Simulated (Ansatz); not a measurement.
# CH₆GeN₂: one species, many methods

How much do the methods differ for CH₆GeN₂? The plan is to run it at one geometry with functionals of several rungs and with coupled cluster, and see how far each lands from CCSD(T) at the basis-set limit for the atomisation energy.

Computed with Ansatz 0.2.0, Gaussian basis. Level: functionals in def2-TZVPP, the program's frozen cores in correlated methods.

The runs, in order: PBE-D4, r2SCAN-D4, PBE0-D4, B3LYP-D4, ωB97X-V, ωB97M-V, B2PLYP; CCSD(T)/def2-TZVPP; MP2/def2-QZVPP; extrapolation to the limit.

### Step 1. Structure used throughout

An earlier PBE0-D4 in a triple-zeta def2 set relaxation fixed the geometry.

10 atoms, charge 0, spin multiplicity 1.

Atoms are counted from 1 here; the program's logs count them from 0.

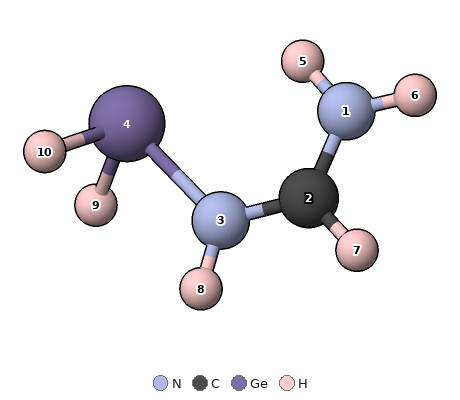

The geometry (nitrogen light blue, carbon dark grey, germanium purple, hydrogen pink); atoms are numbered from 1 in the order of the file.

As a file:

```
atom    x (Å)    y (Å)    z (Å)
  N1  -0.9080   1.3514   0.3139
  C2  -0.0522   0.9039  -0.5985
  N3   0.4981  -0.2559  -0.5254
 Ge4   0.1171  -1.5705   1.0255
  H5  -1.1244   0.7366   1.0953
  H6  -1.3246   2.2589   0.2358
  H7   0.1629   1.5810  -1.4247
  H8   1.1291  -0.4760  -1.2808
  H9  -0.0889  -2.7457  -0.0215
 H10   1.6742  -1.8349   1.1833
```

### Step 2. PBE-D4 (GGA)

Contents of in.yaml:

```yaml
crystal:
  periodic: [false, false, false]
  atoms:
    - {symbol: N, position_ang: [-0.907971, 1.351444, 0.313868]}
    - {symbol: C, position_ang: [-0.052231, 0.903891, -0.598462]}
    - {symbol: N, position_ang: [0.498054, -0.255868, -0.525352]}
    - {symbol: Ge, position_ang: [0.117090, -1.570532, 1.025464]}
    - {symbol: H, position_ang: [-1.124406, 0.736588, 1.095328]}
    - {symbol: H, position_ang: [-1.324638, 2.258887, 0.235792]}
    - {symbol: H, position_ang: [0.162932, 1.581009, -1.424672]}
    - {symbol: H, position_ang: [1.129094, -0.476026, -1.280774]}
    - {symbol: H, position_ang: [-0.088904, -2.745663, -0.021473]}
    - {symbol: H, position_ang: [1.674180, -1.834930, 1.183279]}
basis:
  gaussian: {orbitals: def2-TZVPP}
hamiltonian: {xc: pbe, dispersion: d4}
output: {forces: true, orbitals: {seedname: orbitals}}
```

Started as:

```console
ansatz run in.yaml --threads 4 --pin off --events-out ev --progress --plain --max-ram 10444MiB
```

After this run come: r2SCAN-D4 (meta-GGA); PBE0-D4 (hybrid); B3LYP-D4 (hybrid); ωB97X-V (range-separated); ωB97M-V (range-separated); B2PLYP (double hybrid); CCSD(T) in def2-TZVPP; MP2 in def2-QZVPP.

**Question.** What will the summary of the whole plan be? Wanted: atomisation energy, CCSD(T)/CBS; farthest; mean size of error, hybrid; mean size of error, range-separated; gap, smallest and largest; T1 diagnostic; triples share of the correlation energy.

**Answer**, as computed:

| quantity | value |
| --- | --- |
| atomisation energy, CCSD(T)/CBS | 3344.8 kJ/mol |
| functionals within 33.4 kJ/mol (1.0 %) | r2SCAN-D4, PBE0-D4, B3LYP-D4, ωB97X-V, ωB97M-V, B2PLYP |
| farthest | PBE-D4 (+103.1 kJ/mol) |
| mean size of error, hybrid | 20.2 kJ/mol |
| mean size of error, range-separated | 18.1 kJ/mol |
| gap, smallest and largest | 2.80 eV (PBE-D4), 9.26 eV (ωB97X-V) |
| T1 diagnostic | 0.0143 |
| triples share of the correlation energy | 4.0 % |

PBE-D4 is off by +103.1 kJ/mol. Double hybrids carry the basis error of their MP2 part in triple zeta, and no dispersion term here, so their miss is partly the set-up's. The reference freezes the cores and leaves out relativity and excitations past (T), and its outer-core shells are covered unevenly, so misses under about 33.4 kJ/mol can't be ranked. Hartree-Fock recovers 66 % of the binding; the rest is correlation. The gap grows from 2.8 to 9.3 eV across the functionals, mostly with the share of exact exchange. Correlated methods include outer-core shells of Ge, which these sets cover unevenly.
